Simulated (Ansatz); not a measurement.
# One shape, several levels: SiO2 (silicon dioxide molecule)

We compute a comparison of 6 runs (B2PLYP/STO-3G, PBE/STO-3G, UPBE/STO-3G, revPBE/STO-3G, CCSD(T)/STO-3G, FCI/STO-3G) of SiO2 (silicon dioxide molecule). 

Program for the calculation: Ansatz 0.2.0.

35 further runs of the same task are left out: 5 that didn't finish, 30 set aside as unsound or not needed.

### Step 1. Starting point

SiO2 has 3 atoms, charge 0, and is taken as a singlet. As SMILES, `O=[Si]=O`. The Si2–O1 distance was set to 2.259 Å, away from the relaxed value.

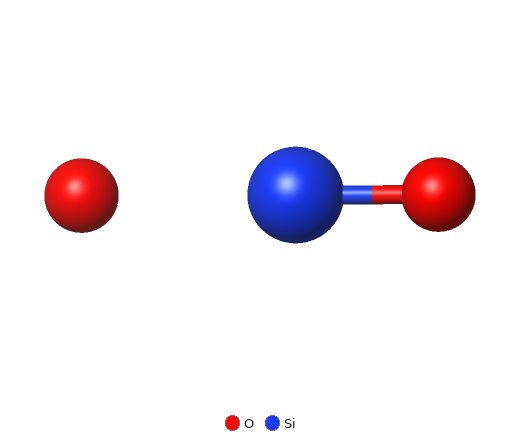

The structure, seen from a chosen angle (oxygen red, silicon blue).

### Step 2. The energy at B2PLYP/STO-3G (run 1)

Input file molecule.yaml:

```yaml
crystal:
  periodic: [false, false, false]
  atoms:
    - {symbol: O, position_ang: [1.046592, 1.844386, 0.778134]}
    - {symbol: Si, position_ang: [-0.000010, 0.000000, -0.000000]}
    - {symbol: O, position_ang: [-0.697730, -1.229610, -0.518760]}
basis:
  gaussian: {orbitals: STO-3G}
total_charge: 0
hamiltonian: {xc: {name: B2PLYP}}
correlation: {frozen_orbitals: {O: 1, Si: 5}}
accuracy: high
```

Started as:

```
$ ansatz run molecule.yaml --threads 1 --pin off --max-ram 3480MiB --events-out events.jsonl --progress --plain --runs-dir runs
```

Standard output:

```text
Warning: RAYON_NUM_THREADS=1 ignored (pool sized by the plan → 1); use --threads N
Functional definition: B2PLYP
  name "B2PLYP"
  parameter a = 0.53
  parameter c = 0.27
  exchange = (1 - a)*b88_x + a*exact_x
  correlation = (1 - c)*lyp_c + c*(mp2_os + mp2_ss)
315 factors; integrals over basis functions are off by at most 2.4e-8 eV
mean field evaluation 1: about -11793.7120 eV, gradient 5.2e1 eV
mean field evaluation 2: about -11793.7072 eV, gradient 5.2e1 eV
mean field evaluation 4: about -11715.1922 eV, gradient 1.7e2 eV
mean field evaluation 8: about -11807.0070 eV, gradient 3.7e-1 eV
mean field evaluation 16: about -11806.9980 eV, gradient 2.5e-8 eV
mean field evaluation 32: about -11798.7293 eV, gradient 3.7e1 eV
mean field -11806.99798229 eV, -433.8991727784 hartree, gradient 2.5e-8 eV, S^2 0.000000; 3 other end points of the search recorded, 0 dependent functions left out; unrestricted orbitals would lower it
7 core orbitals not correlated: weight in the atoms' cores, before any rotation towards them, 1.000 or more for the frozen orbitals, at most 0.000 for the correlated occupied ones
reference -11806.99799579 eV, -433.8991732745 hartree; 8, 8 occupied and 4, 4 virtual orbitals, 315 factors
second order -6.67983696 eV of doubles, -0.00000000 eV of singles
Total energy: -11808.80155177 eV, -433.9654527343 hartree
```

It took 1.8 s on 1 thread of Arm Neoverse V2, shared host; peak memory 0.092 GiB.

### Step 3. A single-point energy at PBE/STO-3G (run 2)

Input file job.yaml:

```yaml
crystal:
  periodic: [false, false, false]
  atoms:
    - symbol: O
      position_ang: [1.046592, 1.844386, 0.778134]
    - symbol: Si
      position_ang: [-0.000010, 0.000000, -0.000000]
    - symbol: O
      position_ang: [-0.697730, -1.229610, -0.518760]
basis:
  gaussian: {orbitals: STO-3G}
hamiltonian: {xc: pbe}
accuracy: high
```

Started as:

```
$ ansatz run job.yaml --threads 1 --pin off --max-ram 3480MiB --events-out events.jsonl --progress --plain --runs-dir runs
```

Standard output:

```text
Warning: RAYON_NUM_THREADS=1 ignored (pool sized by the plan → 1); use --threads N
Functional definition: PBE
  name "PBE"
  parameter kappa = 0.804
  parameter beta = 0.06672455060314922
  exchange = pbe_x(kappa = kappa, mu = beta*pi^2/3)
  correlation = pbe_c(beta = beta)
315 factors; integrals over basis functions are off by at most 2.4e-8 eV
mean field evaluation 1: about -11797.8475 eV, gradient 5.1e1 eV
mean field evaluation 2: about -11619.2595 eV, gradient 8.8e1 eV
mean field evaluation 4: about -11764.9926 eV, gradient 8.8e1 eV
mean field evaluation 8: about -11809.2317 eV, gradient 2.1e-1 eV
mean field evaluation 16: about -11755.1562 eV, gradient 7.1e1 eV
mean field -11809.23225509 eV, -433.9812807896 hartree, gradient 3.1e-8 eV, S^2 0.000000; 0 other end points of the search recorded, 0 dependent functions left out
reference -11809.23225636 eV, -433.9812808360 hartree; 15, 15 occupied and 4, 4 virtual orbitals, 315 factors
Total energy: -11809.23225636 eV, -433.9812808360 hartree
```

Wall time 0.74 s (1 thread of Arm Neoverse V2, shared host).

Run 3 isn't shown in full; the table further down has it.

### Step 4. The energy at revPBE/STO-3G (run 4)

Input file run.yaml:

```yaml
crystal:
  periodic: [false, false, false]
  atoms:
    - {symbol: O, position_ang: [1.046592, 1.844386, 0.778134]}
    - {symbol: Si, position_ang: [-0.000010, 0.000000, -0.000000]}
    - {symbol: O, position_ang: [-0.697730, -1.229610, -0.518760]}
basis:
  gaussian: {orbitals: STO-3G}
hamiltonian: {xc: {name: revPBE}}
accuracy: high
```

Started as:

```
$ ansatz run run.yaml --threads 1 --pin off --max-ram 3480MiB --events-out events.jsonl --progress --plain --runs-dir runs
```

Standard output:

```text
Warning: RAYON_NUM_THREADS=1 ignored (pool sized by the plan → 1); use --threads N
Functional definition: revPBE
  name "revPBE"
  parameter kappa = 1.245
[... 3 set-up lines as earlier in the session ...]
315 factors; integrals over basis functions are off by at most 2.4e-8 eV
mean field evaluation 1: about -11803.8401 eV, gradient 5.1e1 eV
mean field evaluation 2: about -11625.4496 eV, gradient 8.7e1 eV
mean field evaluation 4: about -11770.5376 eV, gradient 8.9e1 eV
mean field evaluation 8: about -11815.2183 eV, gradient 2.2e-1 eV
mean field evaluation 16: about -11761.0859 eV, gradient 7.0e1 eV
mean field -11815.21888127 eV, -434.2012852437 hartree, gradient 3.5e-8 eV, S^2 0.000000; 0 other end points of the search recorded, 0 dependent functions left out
reference -11815.21888284 eV, -434.2012853015 hartree; 15, 15 occupied and 4, 4 virtual orbitals, 315 factors
Total energy: -11815.21888284 eV, -434.2012853015 hartree
```

It took 0.74 s on 1 thread of Arm Neoverse V2, shared host.

Run 5 isn't shown in full; the table further down has it.

### Step 5. A single-point energy at FCI/STO-3G (run 6)

Input file molecule.yaml:

```yaml
crystal:
  periodic: [false, false, false]
  atoms:
    - symbol: O
      position_ang: [1.046592, 1.844386, 0.778134]
    - symbol: Si
      position_ang: [-0.000010, 0.000000, -0.000000]
    - symbol: O
      position_ang: [-0.697730, -1.229610, -0.518760]
basis:
  gaussian:
    orbitals: STO-3G
correlation:
  method: fci
  frozen_orbitals: {O: 1, Si: 5}
accuracy: high
```

Started as:

```
$ ansatz run molecule.yaml --threads 1 --pin off --max-ram 3480MiB --events-out events.jsonl --progress --plain --runs-dir runs
```

Standard output, shortened:

```text
Warning: RAYON_NUM_THREADS=1 ignored (pool sized by the plan → 1); use --threads N
Functional definition: HF
  name "HF"
[...]
315 factors; integrals over basis functions are off by at most 2.4e-8 eV
[...]
mean field -11784.78204015 eV, -433.0827519632 hartree, gradient 2.4e-8 eV, S^2 0.000000; 3 other end points of the search recorded, 0 dependent functions left out; unrestricted orbitals would lower it
unrestricted determinant -11786.27372372 eV, -433.1375703234 hartree, S^2 1.3588
7 core orbitals not correlated: weight in the atoms' cores, before any rotation towards them, 1.000 or more for the frozen orbitals, at most 0.000 for the correlated occupied ones
reference -11784.78204015 eV, -433.0827519632 hartree; 8, 8 occupied and 4, 4 virtual orbitals, 315 factors
state -11789.85903873 eV, -433.2693282199 hartree
Total energy: -11789.85903873 eV, -433.2693282199 hartree
```

Run time: 1.4 s. Hardware: 1 thread of Arm Neoverse V2, shared host.

### Step 6. Overview of the runs

```
run           level  frozen core orbitals  energy (Eh)  wall time
  1   B2PLYP/STO-3G                     7  -433.965453      1.8 s
  2      PBE/STO-3G                     –  -433.981281     0.74 s
  3     UPBE/STO-3G                     –  -434.004429       29 s
  4   revPBE/STO-3G                     –  -434.201285     0.74 s
  5  CCSD(T)/STO-3G                     7  -433.267801      0.2 s
  6      FCI/STO-3G                     7  -433.269328      1.4 s
```

### Step 7. Outcome

| quantity | value |
| --- | --- |
| run 6: total energy | -433.26933 Eh |
| run 6: correlation energy (7 core orbitals frozen) | -186.6 mEh |

What this shows: Against full CI in this basis: CCSD(T) +1.5 mEh. Totals of different functionals can't be ranked against each other. In run 5 the T1 diagnostic is large, so a single reference may not serve. In runs 1, 5 the log says that unrestricted orbitals would lower the reference, so the values rest on an unstable closed-shell determinant (other closed-shell runs at this shape may share the fault). In runs 1, 2, 3, 4, 5, 6 the basis is minimal, so the values are rough. Spin contamination of the reference: run 3 ⟨S²⟩ = 0.84. Where it is this large, the reference is a mixture of spin states, and values that rest on it are in doubt. All runs together took 34 s, the longest 29 s.
